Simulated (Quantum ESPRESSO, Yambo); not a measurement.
# NaF (Villiaumite): G0W0 in Yambo against the bands, part 2 of 2

Wanted: the cheapest bands that holds the gap of NaF (Villiaumite).

Yambo 5.3.0; PBE and many-body steps on it, plane waves. Known limits of the many-body steps: not at the basis limit; coarse k mesh.

So far. Step 4 (81 bands): Against the run before, the gap moves by +0.056 eV.

The database entry behind the starting cell differs from later determinations by our own check (0.1 to 0.3 % short, probably kX units), so it need not match the best structure at ambient conditions.

## (5) 143 bands

Level of this step: G0W0 on PBE, plane waves, norm-conserving pseudopotentials (Yambo).

Contents of gw4.in:

```
HF_and_locXC
gw0
dyson
ppa
em1d
rim_cut
RandQpts= 1000000
RandGvec= 1 RL
EXXRLvcs= 76 Ry
VXCRLvcs= 304 Ry
Chimod= "HARTREE"
% BndsRnXp
 1 | 143 |
%
NGsBlkXp= 15.5 Ry
% LongDrXp
 1 | 1 | 1 |
%
% GbndRnge
 1 | 143 |
%
DysSolver= "n"
ExtendOut
PPAPntXp= 27.21138 eV
% QPkrange
 1 | 1 | 7 | 10 |
%
```

Command:

```sh
$ OMP_NUM_THREADS=1 mpirun -n 4 yambo -F gw4.in -J gw4 -C gw4 > gw4.log
```

Output:

```text
 Yambo, version 5.3.0

 [02] CORE Variables Setup
 =========================

  [... cell, symmetries and grids as in the set-up ...]

  [02.05] Energies & Occupations
  ==============================

  [X] === General ===
  [X] Electronic Temperature                        :  0.000000  0.000000 [eV K]
  [X] Bosonic    Temperature                        :  0.000000  0.000000 [eV K]
  [X] Finite Temperature mode                       : no
  [X] El. density                                   :  0.64901E+24 [cm-3]
[...]
Sx RL components                                 :  1893

   QP @ state[ 1 ] K range                          :  1  1
   QP @ state[ 1 ] b range                          :   7  10
   GF energies kind                                 : Perdew, Burke & Ernzerhof(X)+Perdew, Burke & Ernzerhof(C)
   GF WF`s kind                                     : Perdew, Burke & Ernzerhof(X)+Perdew, Burke & Ernzerhof(C)
   Xs energies kind                                 : Perdew, Burke & Ernzerhof(X)+Perdew, Burke & Ernzerhof(C)
   Xs WF`s kind                                     : Perdew, Burke & Ernzerhof(X)+Perdew, Burke & Ernzerhof(C)

 [11] Game Over & Game summary
```

It took 30 s on 4 MPI ranks of Arm Neoverse V1, shared host; peak memory 1.3 GiB; 1.9 min of CPU time.

Numbers from this step:

```
G0W0 gap on the points computed              : 10.52 eV
starting gap on the mesh                     : 6.390 eV
k of the valence top                         : 0, 0, 0
k of the conduction bottom                   : 0, 0, 0
least direct G0W0 gap on the computed points : 10.52 eV
```

Against the run before, the gap moves by +0.089 eV.

## (6) 216 bands

Contents of gw5.in:

```
HF_and_locXC
gw0
dyson
ppa
em1d
rim_cut
RandQpts= 1000000
RandGvec= 1 RL
EXXRLvcs= 76 Ry
VXCRLvcs= 304 Ry
Chimod= "HARTREE"
% BndsRnXp
 1 | 216 |
%
NGsBlkXp= 15.5 Ry
% LongDrXp
 1 | 1 | 1 |
%
% GbndRnge
 1 | 216 |
%
DysSolver= "n"
ExtendOut
PPAPntXp= 27.21138 eV
% QPkrange
 1 | 1 | 7 | 10 |
%
```

Command:

```sh
$ OMP_NUM_THREADS=1 mpirun -n 4 yambo -F gw5.in -J gw5 -C gw5 > gw5.log
```

Output:

```text
 Yambo, version 5.3.0

 [02] CORE Variables Setup
 =========================

  [... cell, symmetries and grids as in the set-up ...]

  [02.05] Energies & Occupations
  ==============================

  [X] === General ===
  [X] Electronic Temperature                        :  0.000000  0.000000 [eV K]
  [X] Bosonic    Temperature                        :  0.000000  0.000000 [eV K]
  [X] Finite Temperature mode                       : no
  [X] El. density                                   :  0.64901E+24 [cm-3]
[...]
Sx RL components                                 :  1893

   QP @ state[ 1 ] K range                          :  1  1
   QP @ state[ 1 ] b range                          :   7  10
   GF energies kind                                 : Perdew, Burke & Ernzerhof(X)+Perdew, Burke & Ernzerhof(C)
   GF WF`s kind                                     : Perdew, Burke & Ernzerhof(X)+Perdew, Burke & Ernzerhof(C)
   Xs energies kind                                 : Perdew, Burke & Ernzerhof(X)+Perdew, Burke & Ernzerhof(C)
   Xs WF`s kind                                     : Perdew, Burke & Ernzerhof(X)+Perdew, Burke & Ernzerhof(C)

 [11] Game Over & Game summary
```

It took 44 s on 4 MPI ranks; peak memory 1.5 GiB; 2.8 min of CPU time.

This step gave:

```yaml
g0w0_gap_on_the_points_computed: 10.57 eV
starting_gap_on_the_mesh: 6.390 eV
k_of_the_valence_top: 0, 0, 0
k_of_the_conduction_bottom: 0, 0, 0
least_direct_g0w0_gap_on_the_computed_points: 10.57 eV
```

Against the run before, the gap moves by +0.052 eV.

## (7) 298 bands

Contents of gw6.in:

```
HF_and_locXC
gw0
dyson
ppa
em1d
rim_cut
RandQpts= 1000000
RandGvec= 1 RL
EXXRLvcs= 76 Ry
VXCRLvcs= 304 Ry
Chimod= "HARTREE"
% BndsRnXp
 1 | 298 |
%
NGsBlkXp= 15.5 Ry
% LongDrXp
 1 | 1 | 1 |
%
% GbndRnge
 1 | 298 |
%
DysSolver= "n"
ExtendOut
PPAPntXp= 27.21138 eV
% QPkrange
 1 | 1 | 7 | 10 |
%
```

Command:

```sh
$ OMP_NUM_THREADS=1 mpirun -n 4 yambo -F gw6.in -J gw6 -C gw6 > gw6.log
```

Output:

```text
 Yambo, version 5.3.0

 [02] CORE Variables Setup
 =========================

  [... cell, symmetries and grids as in the set-up ...]

  [02.05] Energies & Occupations
  ==============================

  [X] === General ===
  [X] Electronic Temperature                        :  0.000000  0.000000 [eV K]
  [X] Bosonic    Temperature                        :  0.000000  0.000000 [eV K]
  [X] Finite Temperature mode                       : no
  [X] El. density                                   :  0.64901E+24 [cm-3]
[...]
Sx RL components                                 :  1893

   QP @ state[ 1 ] K range                          :  1  1
   QP @ state[ 1 ] b range                          :   7  10
   GF energies kind                                 : Perdew, Burke & Ernzerhof(X)+Perdew, Burke & Ernzerhof(C)
   GF WF`s kind                                     : Perdew, Burke & Ernzerhof(X)+Perdew, Burke & Ernzerhof(C)
   Xs energies kind                                 : Perdew, Burke & Ernzerhof(X)+Perdew, Burke & Ernzerhof(C)
   Xs WF`s kind                                     : Perdew, Burke & Ernzerhof(X)+Perdew, Burke & Ernzerhof(C)

 [11] Game Over & Game summary
```

It took 60 s on 4 MPI ranks; peak memory 1.6 GiB; 3.9 min of CPU time.

Numbers from this step:

| Item | Value |
| --- | --- |
| G0W0 gap on the points computed | 10.60 eV |
| starting gap on the mesh | 6.390 eV |
| k of the valence top | 0, 0, 0 |
| k of the conduction bottom | 0, 0, 0 |
| least direct G0W0 gap on the computed points | 10.60 eV |

Against the run before, the gap moves by +0.030 eV.

## (8) Side by side

Times are wall times on 4 MPI ranks of Arm Neoverse V1, shared host, good to a factor of about two.

```csv
run,mesh,bands,screening cutoff (eV),DFT gap (eV),gap on the mesh (eV),direct (eV),time
24 bands,4×4×4,24,210.9,6.390,10.473,10.473,7.1 s
44 bands,4×4×4,44,210.9,6.390,10.372,10.372,11 s
81 bands,4×4×4,81,210.9,6.390,10.429,10.429,18 s
143 bands,4×4×4,143,210.9,6.390,10.518,10.518,30 s
216 bands,4×4×4,216,210.9,6.390,10.570,10.570,44 s
298 bands,4×4×4,298,210.9,6.390,10.600,10.600,60 s
```

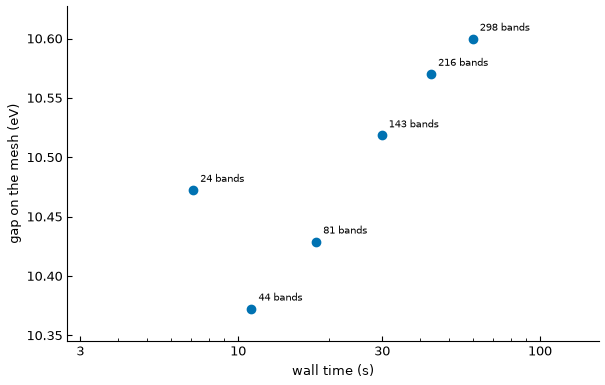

Result against wall time.

## (9) Results

```yaml
24_bands: 10.473 eV
44_bands: 10.372 eV
81_bands: 10.429 eV
143_bands: 10.518 eV
216_bands: 10.570 eV
298_bands: 10.600 eV
known_limits: not at the basis limit; coarse k mesh
```

**Reading.** The setting moved: bands. From 24 bands to 298 bands the gap moves by +0.13 eV, for 8.4 times the time, not steadily: it passes through 10.37 eV. The last step still moves it by +0.030 eV. Bands and screening cutoff are coupled, so a series along one setting does not show full convergence. Bands and cutoff are finite, so the gap is not at the basis limit. The miss can reach some tenths of an eV and take either sign; the mesh is an error of its own. In the G0W0 runs levels were corrected at 1 k point alone, so a gap called «on the mesh» is the least over those, and an edge elsewhere would be missed. The 4×4×4 mesh is coarse for this cell, which bears on the long-range parts of exchange and screening.

[Paths, hosts, dates, memory and timing lines, banners, echoed tables and standing remarks are left out of the program output.]

[Logs are printed without paths, hosts, clocks, repeated set-up lines and the standing remarks that a program may print on its own settings, such as how far it seeks lower states.]

[Runs of the session that timed out or met a known fault of the program may be left out.]

[Hosts, paths, dates, database ids (printed as entryN), source tags and the programs' standing remarks are cut or masked in the printed files.]
